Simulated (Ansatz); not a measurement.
**Single-point calculation of CH$_{6}$Cl$_{2}$InN (charge −1)**

The run: single-point calculation of CH$_{6}$Cl$_{2}$InN, charge −1, multiplicity 2. Method and program: UKS r2SCAN-d4/def2-SVPD (Ansatz 0.2.0).

Some settings of this run were made unusual or wrong on purpose. The geometry comes from this level: PBE0-D4/def2-TZVP. Figures and captions count atoms from 1; the log counts them from 0 in places.

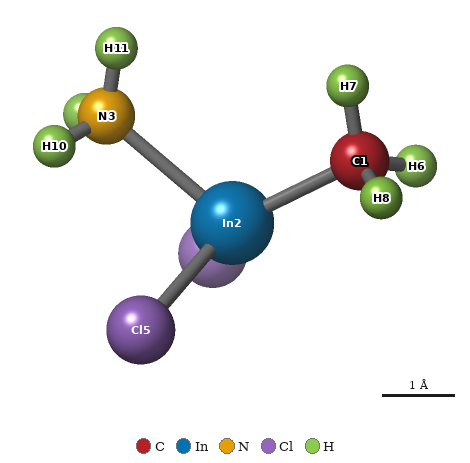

Fig. 1: The structure (ball-and-stick view, seen at a tilt; atoms are numbered from 1 in the order of the input). Sticks mark near contacts.

What the run reported

```json
{"quantity": "outcome", "value": "converged"}
{"quantity": "total energy", "value": "−32806.2132 eV"}
{"quantity": "⟨S²⟩", "value": "0.773"}
{"quantity": "largest force (length of the vector)", "value": "7.938 eV/Å"}
{"quantity": "hardware", "value": "4 threads of Arm Neoverse V2, 23 GiB of memory available, shared host"}
{"quantity": "wall time", "value": "9 s (CPU time 33 s)"}
{"quantity": "peak memory", "value": "0.66 GiB"}
```

The input was spoiled on purpose: grid. The run converged all the same; its numbers are those of the faulty input and shouldn't be used.

The input
```yaml
crystal:
  periodic: [false, false, false]
  atoms:
    - {symbol: C, position_ang: [-1.835944, 0.238906, 0.763188]}
    - {symbol: In, position_ang: [-0.139014, 0.647303, -0.465977]}
    - {symbol: N, position_ang: [1.593330, -0.862955, -0.113881]}
    - {symbol: Cl, position_ang: [-0.140045, 0.138635, -2.777496]}
    - {symbol: Cl, position_ang: [1.315044, 2.455746, -0.000202]}
    - {symbol: H, position_ang: [-2.707669, 0.067700, 0.132821]}
    - {symbol: H, position_ang: [-1.653935, -0.650111, 1.368151]}
    - {symbol: H, position_ang: [-2.020367, 1.086741, 1.421759]}
    - {symbol: H, position_ang: [1.780980, -1.273073, -1.023845]}
    - {symbol: H, position_ang: [2.393688, -0.297660, 0.153098]}
    - {symbol: H, position_ang: [1.479333, -1.608232, 0.562984]}
basis:
  gaussian: {orbitals: def2-SVPD, final_grid: {core_spheres: 1, valence_spheres: 1, degree: 5}}
total_charge: -1
magnetization: {spin_polarized: true, initial_magnetization: 1}
hamiltonian: {xc: {name: r2SCAN}}
accuracy: high
scf: {lower_state_search: off}
output: {forces: true}
```

Run as:
```bash
ansatz run in.yaml --threads 4 --pin off --events-out ev --progress --plain --max-ram 11315MiB
```

Log
```
Functional definition: r2SCAN
  name "r2SCAN"
  cite "Furness, Kaplan, Ning, Perdew & Sun, J. Phys. Chem. Lett. 11, 8208 (2020) doi:10.1021/acs.jpclett.0c02405"
  cite "Furness, Kaplan, Ning, Perdew & Sun, J. Phys. Chem. Lett. 11, 9248 (2020) doi:10.1021/acs.jpclett.0c03077"
  parent r2scan
  parameter k0 = 0.174
  parameter k1 = 0.065
  parameter a1 = 4.9479
  exchange = r2scan_x(k0 = k0, k1 = k1, a1 = a1)
  correlation = r2scan_c
these checks for a lower state are left out or cut short: stability, starts, cluster_reference, orbital_swaps, neighbouring_geometries, increment
3622 factors; integrals over basis functions are off by at most 3.9e-9 eV
mean field evaluation 1: about -32829.2505 eV, gradient 4.0e1 eV
mean field evaluation 2: about -32815.6266 eV, gradient 6.0e1 eV
mean field evaluation 4: about -32837.2043 eV, gradient 5.7e0 eV
mean field evaluation 8: about -32793.1348 eV, gradient 5.1e1 eV
mean field evaluation 16: about -32806.2082 eV, gradient 3.6e-1 eV
mean field evaluation 32: about -32806.2131 eV, gradient 1.9e-5 eV
mean field -32806.21308128 eV, -1205.6060938871 hartree, gradient 6.4e-8 eV, S^2 0.773140; 0 other end points of the search recorded, 0 dependent functions left out
the calculation of the forces begins
reference -32806.21319902 eV, -1205.6060982140 hartree; 38, 37 occupied and 136, 137 virtual orbitals, 3622 factors
Total energy: -32806.21319902 eV, -1205.6060982140 hartree
Atom 0 at    -1.835944     0.238906     0.763188 Å, force     7.318563    -0.318229    -3.058395 eV/Å
Atom 1 at    -0.139014     0.647303    -0.465977 Å, force    -2.493858     0.454125     0.857890 eV/Å
Atom 2 at     1.593330    -0.862955    -0.113881 Å, force    -0.925097     0.118232     0.449031 eV/Å
Atom 3 at    -0.140045     0.138635    -2.777496 Å, force     0.620237     1.340434     5.092815 eV/Å
Atom 4 at     1.315044     2.455746    -0.000202 Å, force    -2.830101    -4.209279    -1.506653 eV/Å
Atom 5 at    -2.707669     0.067700     0.132821 Å, force     3.405005    -0.456463     2.190009 eV/Å
Atom 6 at    -1.653935    -0.650111     1.368151 Å, force    -0.962435     3.852415    -2.573006 eV/Å
Atom 7 at    -2.020367     1.086741     1.421759 Å, force     1.296815    -3.565301    -1.886809 eV/Å
Atom 8 at     1.780980    -1.273073    -1.023845 Å, force    -1.093803     2.259390     7.131867 eV/Å
Atom 9 at     2.393688    -0.297660     0.153098 Å, force    -5.581571    -4.889127    -1.501095 eV/Å
Atom 10 at     1.479333    -1.608232     0.562984 Å, force     1.246246     5.413802    -5.195654 eV/Å
Dipole moment:    -0.298374     0.220921    -0.028478 e Å
Checks for a lower state left out: stability, starts, cluster_reference, orbital_swaps, neighbouring_geometries, increment
```
